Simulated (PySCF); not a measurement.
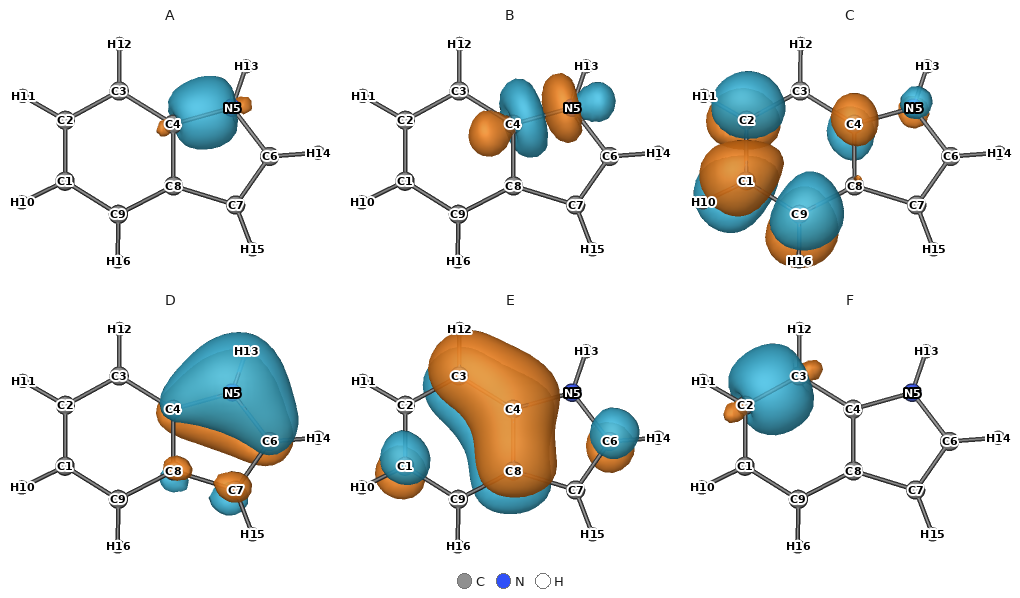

*C₈H₇N, SMILES `c1ccc2[nH]ccc2c1`. Intrinsic bond orbitals (IBO), occupied and valence-virtual; each surface holds about 85 % of the orbital's density. Energies are diagonal elements of the Fock matrix.*

Method: PBE0/cc-pVDZ; geometry: GFN2-xTB; program: PySCF. No frequency check shows the geometry to be a minimum.

### Identify each orbital.

By panel:
- A: σ bond N5–C4 (N5 58 %, C4 41 %; −19.7 eV)
- B: σ* orbital C4–N5 (C4 58 %, N5 41 %; 13.0 eV)
- C: delocalised π* orbital mainly over C1, C9 and C2 (C1 48 %, C9 29 %, C2 16 %; 3.0 eV)
- D: p-type lone pair on N5, partly delocalised onto C6 and C4 (N5 80 %, C6 9 %, C4 6 %; −9.4 eV)
- E: delocalised π orbital mainly over C4, C8 and C3 and further atoms (C4 46 %, C8 22 %, C3 21 %; −8.0 eV)
- F: σ bond C3–C2 (C3 50 %, C2 49 %; −16.6 eV)

### Which has the smallest and which the largest spatial spread?

Smallest: A (0.73 Å); largest: E (1.52 Å).

### How do all the valence pairs divide up?

22 pairs: 17 σ bonds, 3 delocalised π orbitals, 1 partly delocalised lone pair and 1 two-centre π bond.
